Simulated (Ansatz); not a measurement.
**C₄H₁₁AlO: small, medium and large basis sets**

How large a basis does C₄H₁₁AlO need? Two functionals are run in growing sets.

Program: Ansatz 0.2.0, Gaussian basis. Level of theory: one geometry, several basis sets. These are calculated values, not measurements.

The runs, in order: PBE0-D4/def2-SVP; ωB97M-V/def2-SVP; PBE0-D4/def2-QZVPP; ωB97M-V/def2-QZVPP; the functionals' def2-TZVPP values are taken from earlier runs.

**1. The geometry**

All runs share one geometry, relaxed beforehand with PBE0-D4 in a triple-zeta def2 set.

SMILES `CC(C)(C)[O][AlH2]`, 17 atoms, charge 0, spin multiplicity 1.

Atoms are counted from 1 here; the program's logs count them from 0.

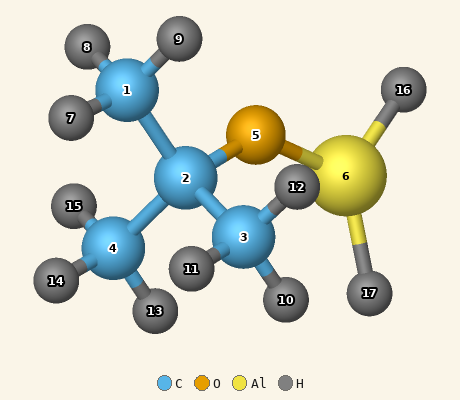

The geometry (carbon blue, oxygen amber, aluminium yellow, hydrogen grey); atoms are numbered from 1 in the order of the file.

As a file:

```xyz
17

C    -0.3855   -1.7558   -0.3163
C    -0.0031   -0.2934   -0.1430
C     1.5059   -0.1552    0.0166
C    -0.4861    0.5258   -1.3334
O    -0.6413    0.1680    1.0313
Al   -0.7511    1.5979    1.9155
H     0.0758   -2.1799   -1.2112
H    -1.4696   -1.8525   -0.4038
H    -0.0604   -2.3342    0.5509
H     1.7831    0.8947    0.1462
H     2.0322   -0.5381   -0.8610
H     1.8442   -0.7160    0.8911
H    -0.2169    1.5784   -1.2088
H    -0.0388    0.1704   -2.2647
H    -1.5723    0.4519   -1.4246
H    -1.6500    1.5327    3.2108
H     0.0148    2.9050    1.4446
```

**2. PBE0-D4 in def2-SVP**

Input file in.yaml:

```yaml
crystal:
  periodic: [false, false, false]
  atoms:
    - {symbol: C, position_ang: [-0.385502, -1.755752, -0.316279]}
    - {symbol: C, position_ang: [-0.003098, -0.293435, -0.142967]}
    - {symbol: C, position_ang: [1.505877, -0.155246, 0.016601]}
    - {symbol: C, position_ang: [-0.486117, 0.525796, -1.333447]}
    - {symbol: O, position_ang: [-0.641274, 0.168006, 1.031299]}
    - {symbol: Al, position_ang: [-0.751051, 1.597886, 1.915501]}
    - {symbol: H, position_ang: [0.075830, -2.179914, -1.211226]}
    - {symbol: H, position_ang: [-1.469553, -1.852516, -0.403817]}
    - {symbol: H, position_ang: [-0.060431, -2.334228, 0.550857]}
    - {symbol: H, position_ang: [1.783113, 0.894710, 0.146156]}
    - {symbol: H, position_ang: [2.032151, -0.538115, -0.860954]}
    - {symbol: H, position_ang: [1.844246, -0.715971, 0.891096]}
    - {symbol: H, position_ang: [-0.216858, 1.578432, -1.208778]}
    - {symbol: H, position_ang: [-0.038831, 0.170373, -2.264718]}
    - {symbol: H, position_ang: [-1.572325, 0.451916, -1.424554]}
    - {symbol: H, position_ang: [-1.650034, 1.532695, 3.210751]}
    - {symbol: H, position_ang: [0.014760, 2.904965, 1.444577]}
basis:
  gaussian: {orbitals: def2-SVP}
hamiltonian: {xc: pbe0, dispersion: d4}
output: {orbitals: {seedname: orbitals}}
```

Launch:

```sh
$ ansatz run in.yaml --threads 2 --pin off --events-out ev --progress --plain --max-ram 32768MiB --backend cpu
```

After this run come: ωB97M-V in def2-SVP; PBE0-D4 in def2-QZVPP; ωB97M-V in def2-QZVPP.

**Question.** What will the summary of the whole plan be? Wanted: PBE0-D4: double and triple zeta above quadruple; ωB97M-V: double and triple zeta above quadruple.

The runs gave:

| quantity | value |
| --- | --- |
| PBE0-D4: double and triple zeta above quadruple | 10.02, 0.58 eV |
| ωB97M-V: double and triple zeta above quadruple | 10.38, 0.56 eV |

In words: For PBE0-D4 the step from double to triple zeta gains 9.44 eV and the next only 0.58 eV. Total energies overstate the basis error of differences, where much of it tends to cancel. The LUMO of ωB97M-V is positive and keeps falling with the basis (0.92 to 0.39 eV): an unbound level that the basis holds in place.
